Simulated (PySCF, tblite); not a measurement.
Bond stretch in AgCl, singlet.

- GFN2-xTB, 300 K electronic temperature (tblite)
- UHF/def2-SVP, def2 effective core potentials past Kr (PySCF)
- RKS-wB97X-V = restricted wB97X-V/def2-SVP, def2 effective core potentials past Kr in PySCF
- UKS-wB97X-V = unrestricted wB97X-V/def2-SVP, def2 effective core potentials past Kr run with PySCF
- RHF/def2-SVP, def2 effective core potentials past Kr (PySCF)

Energies are in mEh, each relative to the lowest point of its own curve near equilibrium.

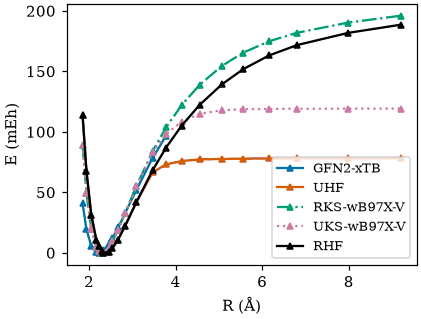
Figure. Energy against bond length for each method.

```json
[
 {"R / Å": "1.85", "GFN2-xTB": "40.8", "UHF": "113.6", "RKS-wB97X-V": "89.1", "UKS-wB97X-V": "89.1", "RHF": "113.6"},
 {"R / Å": "1.94", "GFN2-xTB": "19.4", "UHF": "67.4", "RKS-wB97X-V": "49.3", "UKS-wB97X-V": "49.3", "RHF": "67.4"},
 {"R / Å": "2.05", "GFN2-xTB": "5.7", "UHF": "31.6", "RKS-wB97X-V": "20.1", "UKS-wB97X-V": "20.1", "RHF": "31.6"},
 {"R / Å": "2.17", "GFN2-xTB": "0.3", "UHF": "10.3", "RKS-wB97X-V": "4.6", "UKS-wB97X-V": "4.6", "RHF": "10.3"},
 {"R / Å": "2.22", "GFN2-xTB": "0.0", "UHF": "5.3", "RKS-wB97X-V": "1.6", "UKS-wB97X-V": "1.6", "RHF": "5.3"},
 {"R / Å": "2.29", "GFN2-xTB": "1.0", "UHF": "1.2", "RKS-wB97X-V": "0.0", "UKS-wB97X-V": "0.0", "RHF": "1.2"},
 {"R / Å": "2.33", "GFN2-xTB": "2.1", "UHF": "0.0", "RKS-wB97X-V": "0.2", "UKS-wB97X-V": "0.2", "RHF": "0.0"},
 {"R / Å": "2.45", "GFN2-xTB": "7.3", "UHF": "0.5", "RKS-wB97X-V": "4.1", "UKS-wB97X-V": "4.1", "RHF": "0.5"},
 {"R / Å": "2.54", "GFN2-xTB": "12.4", "UHF": "3.7", "RKS-wB97X-V": "9.3", "UKS-wB97X-V": "9.3", "RHF": "3.7"},
 {"R / Å": "2.67", "GFN2-xTB": "21.0", "UHF": "10.9", "RKS-wB97X-V": "19.0", "UKS-wB97X-V": "19.0", "RHF": "10.9"},
 {"R / Å": "2.83", "GFN2-xTB": "32.5", "UHF": "22.0", "RKS-wB97X-V": "32.6", "UKS-wB97X-V": "32.6", "RHF": "22.0"},
 {"R / Å": "3.09", "GFN2-xTB": "51.8", "UHF": "41.6", "RKS-wB97X-V": "54.9", "UKS-wB97X-V": "54.9", "RHF": "41.6"},
 {"R / Å": "3.47", "GFN2-xTB": "78.5", "UHF": "66.6", "RKS-wB97X-V": "84.1", "UKS-wB97X-V": "83.3", "RHF": "68.3"},
 {"R / Å": "3.78", "GFN2-xTB": "96.8", "UHF": "73.0", "RKS-wB97X-V": "103.7", "UKS-wB97X-V": "98.1", "RHF": "87.0"},
 {"R / Å": "4.14", "GFN2-xTB": "—", "UHF": "75.9", "RKS-wB97X-V": "122.2", "UKS-wB97X-V": "108.4", "RHF": "105.2"},
 {"R / Å": "4.56", "GFN2-xTB": "—", "UHF": "77.2", "RKS-wB97X-V": "139.0", "UKS-wB97X-V": "114.8", "RHF": "122.5"},
 {"R / Å": "5.07", "GFN2-xTB": "—", "UHF": "77.6", "RKS-wB97X-V": "154.5", "UKS-wB97X-V": "117.9", "RHF": "139.2"},
 {"R / Å": "5.56", "GFN2-xTB": "—", "UHF": "77.8", "RKS-wB97X-V": "165.4", "UKS-wB97X-V": "118.6", "RHF": "151.8"},
 {"R / Å": "6.16", "GFN2-xTB": "—", "UHF": "78.0", "RKS-wB97X-V": "174.8", "UKS-wB97X-V": "118.9", "RHF": "163.1"},
 {"R / Å": "6.81", "GFN2-xTB": "—", "UHF": "78.1", "RKS-wB97X-V": "181.9", "UKS-wB97X-V": "119.1", "RHF": "171.7"},
 {"R / Å": "7.99", "GFN2-xTB": "—", "UHF": "78.1", "RKS-wB97X-V": "190.3", "UKS-wB97X-V": "119.1", "RHF": "181.8"},
 {"R / Å": "9.20", "GFN2-xTB": "—", "UHF": "78.1", "RKS-wB97X-V": "196.0", "UKS-wB97X-V": "119.2", "RHF": "188.5"}
]
```

At the longest distance, 9.20 Å, RKS-wB97X-V lies highest above its minimum (196.0 mEh) and UHF lowest (78.1 mEh).

Dashes: no converged value, or the column stops at the first point that the program doubted or that broke a chosen test of continuity, which isn't proof of a fault.

The unrestricted determinant behind UHF, UKS-wB97X-V is spin-contaminated at 3.47 to 9.20 Å (<S²> up to 1.0, against 0.00 for a pure singlet). At the longest distance RKS-wB97X-V leaves fractional charges on the fragments, a sign of delocalisation error or of the restricted form. The restricted form behind RKS-wB97X-V, RHF keeps the bonding electrons paired and can't separate into open-shell fragments.
